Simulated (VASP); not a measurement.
## GW on CaO (Lime)

Aim: the quasiparticle gap of CaO (Lime), and what it costs to get it. The cell is of the rock-salt type. The start is a cell from a database of measured crystal structures.

Method: PBE; plane waves and PAW (Ca_sv_GW, O_GW), in the first sound run; inputs show where later runs differ, in VASP 6.6.1.

## Step 1: The structure

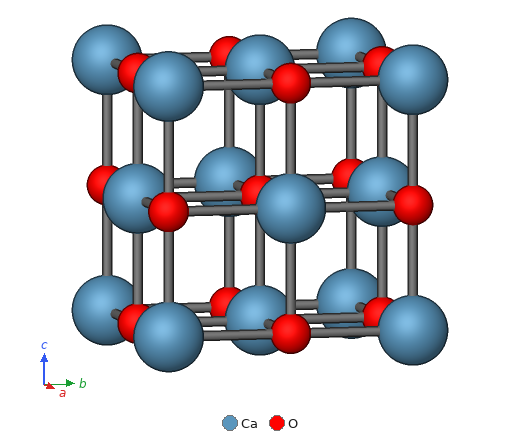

The starting structure, seen slightly off an axis (calcium blue, oxygen red). This picture shows the conventional cell, with its axes. Some periodic images of atoms are drawn too.

Coordinates:

```cif
data_structure
_symmetry_space_group_name_H-M 'Fm-3m'
_symmetry_Int_Tables_number 225
_cell_length_a 4.8130
_cell_length_b 4.8130
_cell_length_c 4.8130
_cell_angle_alpha 90.000
_cell_angle_beta 90.000
_cell_angle_gamma 90.000
_cell_volume 111.49
loop_
_atom_site_label
_atom_site_type_symbol
_atom_site_symmetry_multiplicity
_atom_site_Wyckoff_symbol
_atom_site_fract_x
_atom_site_fract_y
_atom_site_fract_z
_atom_site_occupancy
Ca1 Ca 4 a 0.00000 0.00000 0.00000 1
O1 O 4 b 0.50000 0.00000 0.00000 1
```

## Step 2: Ground state

The orbitals come from a self-consistent PBE run with a tight EDIFF and a narrow smearing. KPOINTS_OPT adds the bands along a path, which shows whether the mesh holds the band edges.

INCAR reads:

```
SYSTEM = CaO
PREC = Accurate
ENCUT = 440
EDIFF = 1E-08
NELM = 100
ISMEAR = 0
SIGMA = 0.01
LREAL = .FALSE.
ALGO = Normal
GGA = PE
NBANDS = 14
LORBIT = 11
LWAVE = .TRUE.
LCHARG = .FALSE.
KPAR = 8
```

POSCAR reads:

```
CaO
1.0
    0.0000000000      2.4065000000      2.4065000000
    2.4065000000      0.0000000000      2.4065000000
    2.4065000000      2.4065000000      0.0000000000
Ca O
1 1
Direct
    0.0000000000      0.0000000000      0.0000000000
    0.5000000000      0.5000000000      0.5000000000
```

KPOINTS reads:

```
Automatic mesh
0
Gamma
4 4 4
0 0 0
```

KPOINTS_OPT reads:

```
Line mode
12
Line-mode
Reciprocal
  0.00000000   0.00000000   0.00000000 GAMMA
  0.50000000   0.00000000   0.50000000 X

  0.50000000   0.00000000   0.50000000 X
  0.50000000   0.25000000   0.75000000 W

  0.50000000   0.25000000   0.75000000 W
  0.37500000   0.37500000   0.75000000 K

  0.37500000   0.37500000   0.75000000 K
  0.00000000   0.00000000   0.00000000 GAMMA

  0.00000000   0.00000000   0.00000000 GAMMA
  0.50000000   0.50000000   0.50000000 L

  0.50000000   0.50000000   0.50000000 L
  0.62500000   0.25000000   0.62500000 U

  0.62500000   0.25000000   0.62500000 U
  0.50000000   0.25000000   0.75000000 W

  0.50000000   0.25000000   0.75000000 W
  0.50000000   0.50000000   0.50000000 L

  0.50000000   0.50000000   0.50000000 L
  0.37500000   0.37500000   0.75000000 K

  0.62500000   0.25000000   0.62500000 U
  0.50000000   0.00000000   0.50000000 X
```

PAW data sets: Ca_sv_GW and O_GW (PBE family, release 64).

Run with:

```sh
$ mpirun -np 8 vasp_std
```

What it wrote:

```text
[banner, memory and clock lines left out]
running    8 mpi-ranks, on    1 nodes
 distrk:  each k-point on    1 cores,    8 groups
 distr:  one band on    1 cores,    1 groups

 POSCAR found type information on POSCAR CaO
 POSCAR found :  2 types and       2 ions
|                                                                             |
|           W    W    AA    RRRRR   N    N  II  N    N   GGGG   !!!           |
|           W    W   A  A   R    R  NN   N  II  NN   N  G    G  !!!           |
|           W    W  A    A  R    R  N N  N  II  N N  N  G       !!!           |
|           W WW W  AAAAAA  RRRRR   N  N N  II  N  N N  G  GGG   !            |
|           WW  WW  A    A  R   R   N   NN  II  N   NN  G    G                |
|           W    W  A    A  R    R  N    N  II  N    N   GGGG   !!!           |
|                                                                             |
|     For optimal performance we recommend to set                             |
|       NCORE = 2 up to number-of-cores-per-socket                            |
|     NCORE specifies how many cores store one orbital (NPAR=cpu/NCORE).      |
|     This setting can greatly improve the performance of VASP for DFT.       |
|     The default, NCORE=1 might be grossly inefficient on modern             |
|     multi-core architectures or massively parallel machines. Do your        |
|     Unfortunately you need to use the default for GW and RPA                |
|     calculations (for HF NCORE is supported but not extensively tested      |
|     yet).                                                                   |
|                                                                             |

 LDA part: xc-table for (Slater+PW92), standard interpolation
 POSCAR, INCAR and KPOINTS ok, starting setup
 FFT: planning ... GRIDC
 FFT: planning ... GRID_SOFT
 FFT: planning ... GRID
 WAVECAR not read
 entering main loop
       N       E                     dE             d eps       ncg     rms          rms(c)
DAV:   1     0.174948991198E+03    0.17495E+03   -0.71102E+03   224   0.107E+03
DAV:   2    -0.582529011536E+01   -0.18077E+03   -0.15968E+03   286   0.458E+02
DAV:   3    -0.214988242310E+02   -0.15674E+02   -0.15238E+02   364   0.139E+02
DAV:   4    -0.218590823978E+02   -0.36026E+00   -0.35990E+00   310   0.196E+01
DAV:   5    -0.218613550523E+02   -0.22727E-02   -0.22717E-02   296   0.145E+00    0.127E+01
DAV:   6    -0.179772938917E+02    0.38841E+01   -0.11144E+01   378   0.443E+01    0.151E+01
DAV:   7    -0.178381830130E+02    0.13911E+00   -0.52885E-01   270   0.931E+00    0.726E+00
DAV:   8    -0.177674569591E+02    0.70726E-01   -0.17522E-01   310   0.589E+00    0.142E+00
DAV:   9    -0.177681915839E+02   -0.73462E-03   -0.11950E-02   358   0.171E+00    0.270E-01
DAV:  10    -0.177680878821E+02    0.10370E-03   -0.45046E-03   272   0.107E+00    0.684E-02
DAV:  11    -0.177680385040E+02    0.49378E-04   -0.27278E-04   290   0.314E-01    0.336E-02
DAV:  12    -0.177680603812E+02   -0.21877E-04   -0.53920E-05   294   0.929E-02    0.263E-02
DAV:  13    -0.177680601105E+02    0.27075E-06   -0.51562E-06   366   0.363E-02    0.223E-02
DAV:  14    -0.177680604296E+02   -0.31911E-06   -0.46139E-07   346   0.119E-02    0.329E-03
DAV:  15    -0.177680607387E+02   -0.30910E-06   -0.63739E-08   236   0.318E-03    0.381E-03
DAV:  16    -0.177680606720E+02    0.66691E-07   -0.30552E-09   172   0.102E-03    0.197E-03
DAV:  17    -0.177680606417E+02    0.30293E-07   -0.14152E-09   118   0.583E-04    0.989E-04
DAV:  18    -0.177680606112E+02    0.30531E-07   -0.19275E-09   130   0.585E-04    0.631E-05
DAV:  19    -0.177680606134E+02   -0.22135E-08   -0.68299E-10   118   0.534E-04
   1 F= -.17768061E+02 E0= -.17768061E+02  d E =-.329643E-39
 Start KPOINTS_OPT (optional k-point list driver)
k-point batch [1-8\120]
       N       E                     dE             ncg
DAV:   1     0.405168451820E+03   -0.83831E+03      224
DAV:   2    -0.996627292841E+03   -0.14018E+04      244
DAV:   3    -0.116462280786E+04   -0.16800E+03      402
DAV:   4    -0.116982338275E+04   -0.52006E+01      288
DAV:   5    -0.116985550443E+04   -0.32122E-01      294
DAV:   6    -0.116985667262E+04   -0.11682E-02      302
DAV:   7    -0.116985668053E+04   -0.79101E-05      306
DAV:   8    -0.116985668075E+04   -0.22076E-06      282
DAV:   9    -0.116985668075E+04   -0.20334E-08      228
[...]
k-point batch [113-120\120]
       N       E                     dE             ncg
DAV:   1     0.334624845443E+03   -0.46895E+04      224
DAV:   2    -0.103867774507E+04   -0.13733E+04      244
DAV:   3    -0.119147601505E+04   -0.15280E+03      386
DAV:   4    -0.119444884876E+04   -0.29728E+01      284
DAV:   5    -0.119451956170E+04   -0.70713E-01      314
DAV:   6    -0.119452165600E+04   -0.20943E-02      318
DAV:   7    -0.119452171086E+04   -0.54866E-04      308
DAV:   8    -0.119452171222E+04   -0.13626E-05      306
DAV:   9    -0.119452171225E+04   -0.27739E-07      308
DAV:  10    -0.119452171225E+04    0.16598E-09      196
 writing wavefunctions
```

Elapsed: 3.4 s, on 8 MPI ranks of Intel Xeon Platinum 8559C (Emerald Rapids), shared host; peak memory 1 GiB; 20 s of CPU time.

The logs omit lines about the potential files and the build; timing stands in the text.

From OUTCAR (step 2):

```text
ion  position               nearest neighbor table
   1  0.000  0.000  0.000-   2 2.41   2 2.41   2 2.41   2 2.41   2 2.41   2 2.41
   2  0.500  0.500  0.500-   1 2.41   1 2.41   1 2.41   1 2.41   1 2.41   1 2.41

  LATTYP: Found a face centered cubic cell.
 ALAT       =     4.8130000000

 Subroutine GETGRP returns: Found 48 space group operations
 (whereof 48 operations were pure point group operations)

The static configuration has the point symmetry O_h .

 Found      8 irreducible k-points:

   k-points           NKPTS =      8   k-points in BZ     NKDIM =      8   number of bands    NBANDS=     14

   dimension x,y,z NGX =    24 NGY =   24 NGZ =   24
   dimension x,y,z NGXF=    48 NGYF=   48 NGZF=   48

   ENCUT  =  440.0 eV  32.34 Ry    5.69 a.u.   5.82  5.82  5.82*2*pi/ulx,y,z

   NELECT =      16.0000    total number of electrons

 k-points in reciprocal lattice and weights: Automatic mesh
   0.00000000  0.00000000  0.00000000       0.016
   0.25000000  0.00000000  0.00000000       0.125
   0.50000000  0.00000000  0.00000000       0.062
   0.25000000  0.25000000  0.00000000       0.094
   0.50000000  0.25000000  0.00000000       0.375
  -0.25000000  0.25000000  0.00000000       0.188
   0.50000000  0.50000000  0.00000000       0.047
  -0.25000000  0.50000000  0.25000000       0.094

 average (electrostatic) potential at core
       1 -92.2588       2 -67.9904

 E-fermi :   4.6872

 k-point     1 :       0.0000    0.0000    0.0000
  band No.  band energies     occupation
    ...
      4     -13.8327      2.00000
      5     -10.9170      2.00000
      6       4.5962      2.00000
      7       4.5962      2.00000
      8       4.5962      2.00000
      9       9.2893      0.00000
     10      10.8145      0.00000
     11      10.8145      0.00000
     12      10.8145      0.00000
     13      12.3075      0.00000
    ...

 k-point     2 :       0.2500    0.0000    0.0000
  band No.  band energies     occupation
    ...
      4     -13.8602      2.00000
      5     -10.2654      2.00000
      6       3.0737      2.00000
      7       3.9443      2.00000
      8       3.9443      2.00000
      9      10.8366      0.00000
     10      11.4207      0.00000
     11      11.7621      0.00000
     12      11.7621      0.00000
     13      13.5468      0.00000
    ...

 k-point     3 :       0.5000    0.0000    0.0000
  band No.  band energies     occupation
    ...
      4     -13.8868      2.00000
      5      -9.7521      2.00000
      6       1.9801      2.00000
      7       3.4107      2.00000
      8       3.4107      2.00000
      9      11.6303      0.00000
     10      12.9247      0.00000
     11      12.9247      0.00000
     12      13.0424      0.00000
     13      14.9784      0.00000
    ...

  Total       -0.2938309     -0.2938309     -0.2938309     -0.0000000      0.0000000     -0.0000000
  in kB      -16.8896450    -16.8896450    -16.8896450     -0.0000000      0.0000000     -0.0000000
  external PRESSURE =     -16.8896450 kB  Pullay stress =       0.0000000 kB

  energy-cutoff  :      440.00
  volume of cell :       27.87
      direct lattice vectors                 reciprocal lattice vectors
     0.000000000  2.406500000  2.406500000    -0.207770621  0.207770621  0.207770621
     2.406500000  0.000000000  2.406500000     0.207770621 -0.207770621  0.207770621
     2.406500000  2.406500000  0.000000000     0.207770621  0.207770621 -0.207770621

 POSITION                                       TOTAL-FORCE (eV/Angst)
 -----------------------------------------------------------------------------------
      0.00000      0.00000      0.00000         0.000000      0.000000     -0.000000
      2.40650      2.40650      2.40650        -0.000000     -0.000000      0.000000
 -----------------------------------------------------------------------------------
    total drift:                                0.000000     -0.000000     -0.000000

  FREE ENERGIE OF THE ION-ELECTRON SYSTEM (eV)
  ---------------------------------------------------
  free  energy   TOTEN  =       -17.7680606134 eV

  energy  without entropy=      -17.7680606134  energy(sigma->0) =      -17.76806061

 total charge
# of ion       s       p       d       tot
------------------------------------------
    1        2.214   5.928   0.330   8.473
    2        1.533   3.414   0.000   4.947
--------------------------------------------------
tot          3.748   9.342   0.330  13.420

[... 3 further parts left out ...]
```

Numbers from this step:

- free energy (TOTEN): -17.77 eV
- Fermi energy: 4.687 eV
- pressure: -1.689 GPa
- least gap on mesh and path: 3.647 eV
- least direct gap on mesh and path: 4.027 eV

The highest empty bands on the path are converged less tightly, to about 0.1 eV. Electronic bands along the path, in eV, zero at the valence-band top; v1 is the highest filled band, c1 the lowest empty one:

| point | v3 | v2 | v1 | c1 | c2 | c3 | c4 |
| --- | --- | --- | --- | --- | --- | --- | --- |
| Γ | 0.00 | 0.00 | 0.00 | 4.69 | 6.22 | 6.22 | 6.22 |
| X | -1.31 | -0.38 | -0.38 | 3.65 | 8.01 | 8.87 | 9.50 |
| W | -1.27 | -1.07 | -1.07 | 6.30 | 6.30 | 8.35 | 9.50 |
| K | -1.33 | -1.22 | -0.78 | 5.13 | 7.97 | 8.53 | 9.02 |
| Γ | 0.00 | 0.00 | 0.00 | 4.69 | 6.22 | 6.22 | 6.22 |
| L | -2.62 | -1.19 | -1.19 | 7.03 | 8.33 | 8.33 | 8.45 |
| U | -1.33 | -1.22 | -0.78 | 5.13 | 7.97 | 8.53 | 9.02 |
| W | -1.27 | -1.07 | -1.07 | 6.30 | 6.30 | 8.35 | 9.50 |
| L | -2.62 | -1.19 | -1.19 | 7.03 | 8.33 | 8.33 | 8.45 |
| K | -1.33 | -1.22 | -0.78 | 5.13 | 7.97 | 8.53 | 9.02 |
| jump to U | -1.33 | -1.22 | -0.78 | 5.13 | 7.97 | 8.53 | 9.02 |
| X | -1.31 | -0.38 | -0.38 | 3.65 | 8.01 | 8.87 | 9.50 |

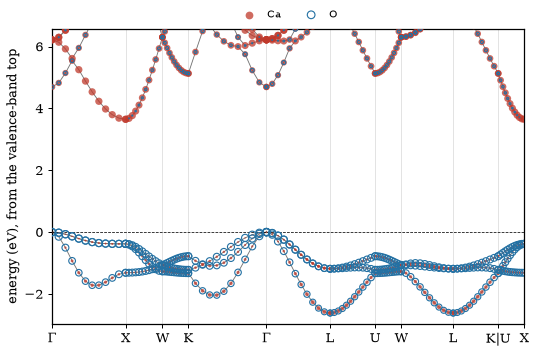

Electronic bands along the path; dots are coloured as in the legend, and their area grows with the weight.

The cell has a gap of 3.65 eV on mesh and path.

## Step 3: Empty bands, functional PBE

ALGO = Exact makes the empty bands from the converged ground state in one step. LOPTICS writes the k-derivatives of the orbitals (WAVEDER), which give the long-wavelength limit of the screening.

INCAR reads:

```
SYSTEM = CaO
PREC = Accurate
ENCUT = 440
ISMEAR = 0
SIGMA = 0.01
LREAL = .FALSE.
GGA = PE
NBANDS = 184
ALGO = Exact
NELM = 1
LWAVE = .TRUE.
LCHARG = .FALSE.
LOPTICS = .TRUE.
NEDOS = 1000
CSHIFT = 0.1
```

POSCAR is that of step 2.

KPOINTS is that of step 2.

Run with:

```sh
$ mpirun -np 8 vasp_std
```

What it wrote:

```text
[banner, memory and clock lines left out]
running    8 mpi-ranks, on    1 nodes
 distrk:  each k-point on    8 cores,    1 groups
 distr:  one band on    1 cores,    8 groups

 POSCAR found type information on POSCAR CaO
 POSCAR found :  2 types and       2 ions
 [... a notice as in an earlier step ...]

 LDA part: xc-table for (Slater+PW92), standard interpolation
 found WAVECAR, reading the header
  number of bands has changed, file:    14 present:   184
  trying to continue reading WAVECAR, but it might fail
 POSCAR, INCAR and KPOINTS ok, starting setup
 FFT: planning ... GRIDC
 FFT: planning ... GRID_SOFT
 FFT: planning ... GRID
 reading WAVECAR
 random initialization beyond band           14
 the WAVECAR file was read successfully
 initial charge from wavefunction
 entering main loop
       N       E                     dE             d eps       ncg     rms          rms(c)
DIA:   1    -0.177680606135E+02   -0.17768E+02    0.00000E+00     0   0.000E+00
   1 F= -.17768061E+02 E0= -.17768061E+02  d E =0.000000E+00
 writing wavefunctions
 optical routines
 imaginary and real dielectric function
 recalculating local potential from charge density
 direction            1
 direction            2
 direction            3
```

Wall time 2.2 s (8 MPI ranks); peak memory 0.94 GiB.

From OUTCAR (step 3):

```text
The static configuration has the point symmetry O_h .

 Found      8 irreducible k-points:

   k-points           NKPTS =      8   k-points in BZ     NKDIM =      8   number of bands    NBANDS=    184

   NELECT =      16.0000    total number of electrons

 E-fermi :   4.8206

 k-point     2 :       0.2500    0.0000    0.0000
  band No.  band energies     occupation
    ...
      4     -13.8602      2.00000
      5     -10.2655      2.00000
      6       3.0737      2.00000
      7       3.9443      2.00000
      8       3.9443      2.00000
      9      10.8366      0.00000
     10      11.4207      0.00000
     11      11.7621      0.00000
     12      11.7621      0.00000
     13      13.5468      0.00000
    ...

 k-point     3 :       0.5000    0.0000    0.0000
  band No.  band energies     occupation
    ...
      4     -13.8868      2.00000
      5      -9.7521      2.00000
      6       1.9801      2.00000
      7       3.4106      2.00000
      8       3.4107      2.00000
      9      11.6303      0.00000
     10      12.9247      0.00000
     11      12.9247      0.00000
     12      13.0424      0.00000
     13      14.9784      0.00000
    ...

  Total       -0.2937517     -0.2937517     -0.2937517      0.0000000      0.0000000     -0.0000000
  in kB      -16.8850907    -16.8850907    -16.8850907      0.0000000      0.0000000     -0.0000000
  external PRESSURE =     -16.8850907 kB  Pullay stress =       0.0000000 kB

 POSITION                                       TOTAL-FORCE (eV/Angst)
 -----------------------------------------------------------------------------------
      0.00000      0.00000      0.00000         0.000000      0.000000      0.000000
      2.40650      2.40650      2.40650         0.000000      0.000000      0.000000
 -----------------------------------------------------------------------------------
    total drift:                                0.000000     -0.000000     -0.000000

  FREE ENERGIE OF THE ION-ELECTRON SYSTEM (eV)
  ---------------------------------------------------
  free  energy   TOTEN  =       -17.7680606135 eV

  energy  without entropy=      -17.7680606135  energy(sigma->0) =      -17.76806061

 plasma frequency squared (from intraband transitions) (eV^2)
  --------------------------------------------------------------------------------------
       0.000       0.000       0.000
       0.000       0.000       0.000
       0.000       0.000       0.000

[... 11 parts as in an earlier step ...]

[... 1 further part left out ...]
```

WAVECAR now holds 184 bands for 16 electrons. Its independent-particle dielectric tensor has xx, yy, zz = 4.0, 4.0, 4.0 on this mesh, which isn't tested for convergence; a coarse zone-centred mesh tends to overstate it, local fields are missing, and the same mesh feeds the screening.

[end of part 1 of 5]

[Lines on the potential files, build, host, timing and source positions are cut from VASP's logs without a mark.]

[Logs are printed without paths, hosts, clocks, repeated set-up lines and the standing remarks that a program may print on its own settings, such as how far it seeks lower states.]

[Hosts, paths, dates, database ids (printed as entryN), source tags and the programs' standing remarks are cut or masked in the printed files.]

[Measured values are set beside computed ones only where the two were judged alike; some that the calculation misses by far are left out.]

[Pressures printed for these runs are not shown converged in the cutoff: they can be off by several GPa and have the wrong sign.]
